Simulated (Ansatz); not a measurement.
**CH3BN2S: two geometries relaxed**

Aim: relax the geometries before and after the inversion of the pyramid at N1, and see whether they are two minima and how far apart in energy. SMILES of the start: NB1N=CS1.

Program: Ansatz 0.2.0. Level of theory: RKS PBE/def2-SVP. These are calculated values, not measurements.

### Step 1. The structure to begin with

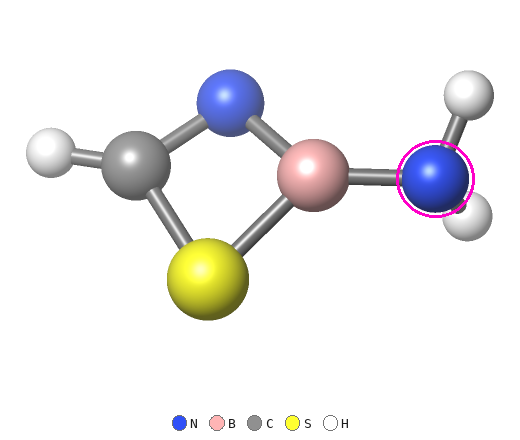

The starting structure, seen from a chosen angle (nitrogen blue, boron pink, carbon grey, sulfur yellow, hydrogen white). Ringed: N1.

As a file:

```xyz
8

N    -0.3283    1.7568   -0.1690
B     0.1725    0.4003    0.0367
N    -0.4303   -0.8812    0.6246
C     0.5896   -1.7343    0.2365
S     1.3650   -0.5973   -0.8288
H    -0.9630    2.0446    0.6521
H    -0.9972    1.7477   -0.9947
H     0.6840   -2.7938    0.3869
```

### Step 2. End point A

The input, input.yaml:

```yaml
crystal:
  periodic: [false, false, false]
  atoms:
    - { symbol: "N", position_ang: [-0.3283, 1.7568, -0.169] }
    - { symbol: B, position_ang: [0.1725, 0.4003, 0.0367] }
    - { symbol: "N", position_ang: [-0.4303, -0.8812, 0.6246] }
    - { symbol: C, position_ang: [0.5896, -1.7343, 0.2365] }
    - { symbol: S, position_ang: [1.365, -0.5973, -0.8288] }
    - { symbol: H, position_ang: [-0.963, 2.0446, 0.6521] }
    - { symbol: H, position_ang: [-0.9972, 1.7477, -0.9947] }
    - { symbol: H, position_ang: [0.684, -2.7938, 0.3869] }
basis:
  gaussian: { orbitals: def2-SVP }
hamiltonian:
  xc: pbe
relax:
  f_tol: 0.015
  max_steps: 40
```

The run is started by

```bash
ansatz run input.yaml --threads 1 --pin off --max-ram 2048MiB --backend cpu --events-out ev --progress --plain --runs-dir out
```

What it wrote (excerpt; [...] marks lines left out):

```text
Warning: RAYON_NUM_THREADS=1 ignored (pool sized by the plan → 1); use --threads N
[...]
Functional definition: PBE
[...]
1035 factors; their error is unknown
[...]
mean field -15559.13089838 eV, -571.7875141576 hartree, gradient 2.5e-5 eV, S^2 0.000000; 1 other end points of the search recorded, 0 dependent functions left out
[...]
reference -15559.13092883 eV, -571.7875152769 hartree; 22, 22 occupied and 67, 67 virtual orbitals, 1035 factors
relax step   1: F+E_penalty+E_count = -15559.13089838 eV  Δ(F+E_penalty+E_count) = +0.000e0 eV  max|allowed force component| = 5.103e0 eV/Å  Δτ_max = 0.0000 Å  (50 SCF iters, accepted)
[...]
relax step   3: F+E_penalty+E_count = -15560.58295150 eV  Δ(F+E_penalty+E_count) = -3.641e-1 eV  max|allowed force component| = 3.068e0 eV/Å  Δτ_max = 0.1948 Å  (39 SCF iters, accepted)
[...]
relax step   5: F+E_penalty+E_count = -15561.18924415 eV  Δ(F+E_penalty+E_count) = -1.915e-1 eV  max|allowed force component| = 5.526e-1 eV/Å  Δτ_max = 0.2000 Å  (36 SCF iters, accepted)
[...]
relax step   7: F+E_penalty+E_count = -15561.25950256 eV  Δ(F+E_penalty+E_count) = -1.980e-2 eV  max|allowed force component| = 2.209e-1 eV/Å  Δτ_max = 0.1110 Å  (29 SCF iters, accepted)
[...]
relax step   8: F+E_penalty+E_count = -15561.26918272 eV  Δ(F+E_penalty+E_count) = -9.680e-3 eV  max|allowed force component| = 4.133e-2 eV/Å  Δτ_max = 0.0888 Å  (30 SCF iters, accepted)
[...]
relax step   9: F+E_penalty+E_count = -15561.26969053 eV  Δ(F+E_penalty+E_count) = -5.078e-4 eV  max|allowed force component| = 1.490e-2 eV/Å  Δτ_max = 0.0241 Å  (30 SCF iters, accepted)
1035 factors; their error is unknown
[...]
mean field -15561.26969053 eV, -571.8661133197 hartree, gradient 2.8e-5 eV, S^2 0.000000; 1 other end points of the search recorded, 0 dependent functions left out
[...]
reference -15561.26972002 eV, -571.8661144033 hartree; 22, 22 occupied and 67, 67 virtual orbitals, 1035 factors
Total energy: -15561.26972002 eV, -571.8661144033 hartree
Atom 0 at    -0.565939     1.508736    -0.147923 Å, force     0.003877    -0.014904     0.004023 eV/Å
Atom 1 at    -0.038732     0.227080    -0.069748 Å, force    -0.001281     0.003534    -0.003018 eV/Å
Atom 2 at    -0.287779    -0.854585     0.920485 Å, force     0.000130    -0.007957     0.001140 eV/Å
Atom 3 at     0.530603    -1.607080     0.263355 Å, force    -0.009705     0.004231     0.010639 eV/Å
Atom 4 at     1.197859    -0.699189    -1.175163 Å, force     0.008170    -0.004314    -0.010625 eV/Å
Atom 5 at    -1.236658     1.847237     0.544476 Å, force    -0.004775     0.005188     0.004190 eV/Å
Atom 6 at    -0.330217     2.177762    -0.880097 Å, force     0.001844     0.006111    -0.003541 eV/Å
Atom 7 at     0.823163    -2.657161     0.488914 Å, force     0.001739     0.008110    -0.002807 eV/Å
Dipole moment:    -0.140521     0.459263    -0.097407 e Å
```

It took 28 s on 1 thread of an Arm CPU, shared host; peak memory 0.14 GiB.

Relaxation path:

```
step  energy from step 1 (eV)  largest force component (eV/Å)
   1                   0.0000                          5.1030
   2                  -1.0879                          2.8939
   3                  -1.4521                          3.0677
   4                  -1.8669                          1.4404
   5                  -2.0583                          0.5526
   6                  -2.1088                          0.2380
   7                  -2.1286                          0.2209
   8                  -2.1383                          0.0413
   9                  -2.1388                          0.0149
```

Step 1 is the start.

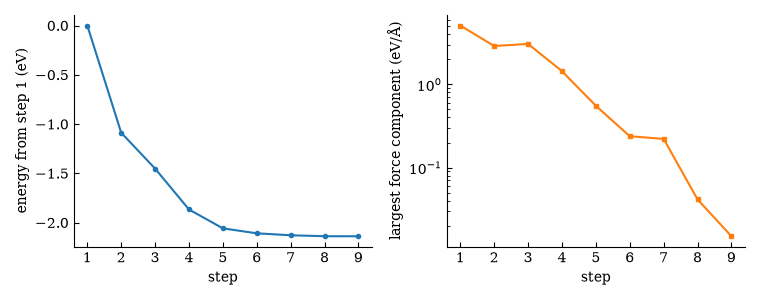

How energy and force went from step to step.

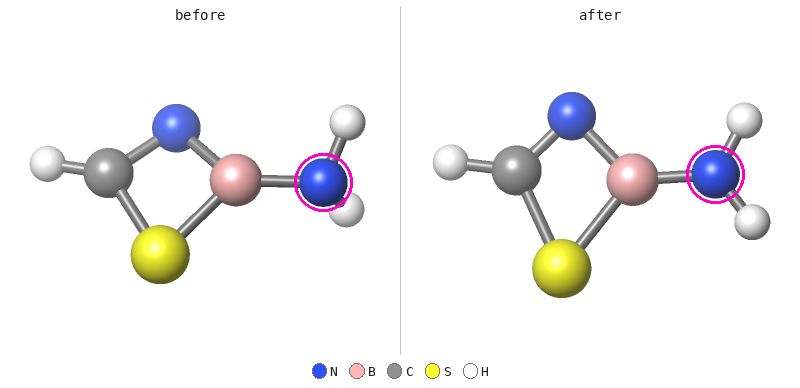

Before and after, at one scale.

After: Bond lengths: N1–B2 1.388 Å, B2–N3 1.487 Å, N3–C4 1.291 Å, B2–S5 1.900 Å, C4–S5 1.827 Å, N1–H6 1.022 Å, N1–H7 1.019 Å, C4–H8 1.113 Å. Angles: N1–B2–N3 130.2°, N1–B2–S5 131.7°, N3–B2–S5 98.2°, B2–N1–H6 121.1°, B2–N1–H7 124.0°, H6–N1–H7 114.9°, B2–N3–C4 88.8°, N3–C4–S5 110.0°, N3–C4–H8 127.8°, S5–C4–H8 122.2°, B2–S5–C4 63.0°.

### Step 3. Relaxing end B

The second end starts from a geometry with the move made by hand.

input.yaml, as its differences from that of step 2:

```diff
@@ -8,4 +8,4 @@
     - { symbol: S, position_ang: [1.365, -0.5973, -0.8288] }
-    - { symbol: H, position_ang: [-0.963, 2.0446, 0.6521] }
-    - { symbol: H, position_ang: [-0.9972, 1.7477, -0.9947] }
+    - { symbol: H, position_ang: [0.10493, 2.42439, 0.55661] }
+    - { symbol: H, position_ang: [0.05759, 2.12281, -1.08901] }
     - { symbol: H, position_ang: [0.684, -2.7938, 0.3869] }
```

The run is started by

```bash
ansatz run input.yaml --threads 1 --pin off --max-ram 2048MiB --backend cpu --events-out ev --progress --plain --runs-dir out
```

What it wrote (excerpt; [...] marks lines left out):

```text
Warning: RAYON_NUM_THREADS=1 ignored (pool sized by the plan → 1); use --threads N
[...]
[... 1 set-up line as earlier in the session ...]
[...]
1035 factors; their error is unknown
[...]
mean field -15559.13347778 eV, -571.7876089491 hartree, gradient 3.9e-5 eV, S^2 0.000000; 1 other end points of the search recorded, 0 dependent functions left out
[...]
reference -15559.13350841 eV, -571.7876100747 hartree; 22, 22 occupied and 67, 67 virtual orbitals, 1035 factors
relax step   1: F+E_penalty+E_count = -15559.13347778 eV  Δ(F+E_penalty+E_count) = +0.000e0 eV  max|allowed force component| = 5.137e0 eV/Å  Δτ_max = 0.0000 Å  (51 SCF iters, accepted)
[...]
relax step   3: F+E_penalty+E_count = -15560.60591113 eV  Δ(F+E_penalty+E_count) = -4.295e-1 eV  max|allowed force component| = 2.532e0 eV/Å  Δτ_max = 0.2000 Å  (38 SCF iters, accepted)
[...]
reference -15561.26975741 eV, -571.8661157773 hartree; 22, 22 occupied and 67, 67 virtual orbitals, 1035 factors
Total energy: -15561.26975741 eV, -571.8661157773 hartree
Atom 0 at    -0.007746     1.684334    -0.166917 Å, force    -0.004002    -0.006170     0.007052 eV/Å
Atom 1 at     0.263793     0.324888    -0.097721 Å, force     0.002528     0.005687    -0.003451 eV/Å
Atom 2 at    -0.170266    -0.690965     0.898503 Å, force     0.004636    -0.004212    -0.004763 eV/Å
Atom 3 at     0.490181    -1.581343     0.236112 Å, force    -0.003590    -0.002635     0.006189 eV/Å
Atom 4 at     1.290921    -0.816315    -1.217266 Å, force     0.001401     0.002239    -0.002903 eV/Å
Atom 5 at    -0.590413     2.143110     0.536097 Å, force    -0.000710     0.001512     0.000060 eV/Å
Atom 6 at     0.344344     2.299498    -0.899710 Å, force     0.002065     0.000999    -0.003651 eV/Å
Atom 7 at     0.594206    -2.665506     0.465402 Å, force    -0.002330     0.002580     0.001466 eV/Å
Dipole moment:    -0.048368     0.478822    -0.093221 e Å
```

Wall time 28 s (1 thread of an Arm CPU, shared host); peak memory 0.14 GiB.

Step by step:

```
step  energy from step 1 (eV)  largest force component (eV/Å)
   1                   0.0000                          5.1373
   2                  -1.0429                          2.9112
   3                  -1.4724                          2.5318
   4                  -1.8756                          1.5089
   5                  -2.0873                          0.7650
  6x                  -2.0609                          0.6630
   7                  -2.1356                          0.0677
   8                  -2.1360                          0.0588
   9                  -2.1362                          0.0071
```

Step 1 is the start. 1 step was tried and not accepted (marked x).

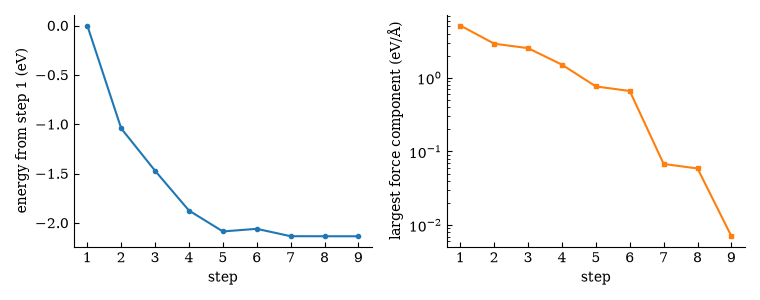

Energy and largest force along the relaxation.

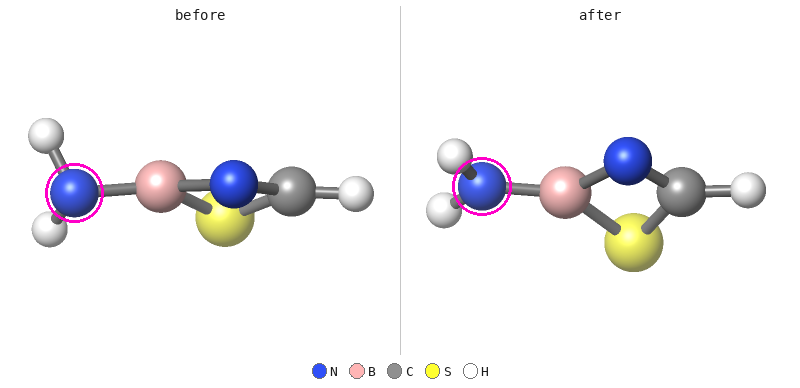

The structure before (left) and after (right), drawn at the same scale.

After: Bond lengths: N1–B2 1.388 Å, B2–N3 1.488 Å, N3–C4 1.291 Å, B2–S5 1.900 Å, C4–S5 1.827 Å, N1–H6 1.022 Å, N1–H7 1.020 Å, C4–H8 1.113 Å. Angles: N1–B2–N3 130.2°, N1–B2–S5 131.7°, N3–B2–S5 98.2°, B2–N1–H6 121.1°, B2–N1–H7 124.0°, H6–N1–H7 114.9°, B2–N3–C4 88.7°, N3–C4–S5 110.1°, N3–C4–H8 127.9°, S5–C4–H8 122.1°, B2–S5–C4 63.0°.

### Step 4. Outcome

| quantity | value |
| --- | --- |
| end A | 8 moves, 2.139 eV lower |
| end B | 7 moves, 2.136 eV lower |
| largest difference between the ends | 0.01 Å |
| end B relative to end A | -0.000 eV |

Both starts fell into the same minimum (no atom differs by more than 0.01 Å), so from this start no second minimum was found and no band was run; another arrangement could still be one.
